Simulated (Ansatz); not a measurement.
Ga (Cmce, No. 64): a calculation's starting geometry.

```
Ga
1.0
     4.52300    0.00000    0.00000
     0.00000    7.66100    0.00000
     0.00000    0.00000    4.52400
Ga
8
Direct
  0.50000 0.15490 0.58100
  0.50000 0.84510 0.41900
  0.50000 0.65490 0.91900
  0.50000 0.34510 0.08100
  0.00000 0.65490 0.58100
  0.00000 0.34510 0.41900
  0.00000 0.15490 0.91900
  0.00000 0.84510 0.08100
```

> What will a HAADF-like image along [111] show? Simulation: incoherent imaging, intensity Z^1.7 per atom, probe width 0.56 Å, thin sample. The probe carries 15 % of its weight in a tail 2.5 times as wide. A slight drift and the speckle of an amorphous layer were added.

The columns repeat on an oblique net of 2.02 × 4.01 Å with an angle of 104° (plane group p2). All columns are alike (Ga). The shortest distance between visible columns is 0.93 Å in projection. Along the beam the structure repeats every 9.98 Å.

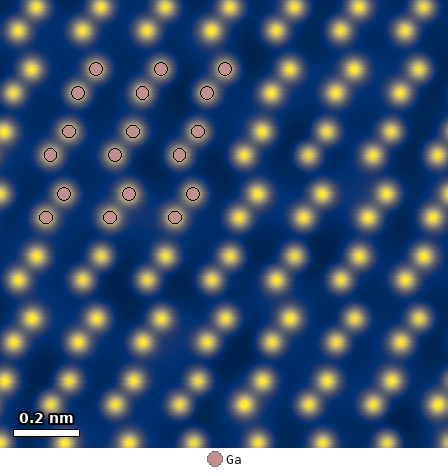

The simulated image, with the columns of the model marked in one corner.
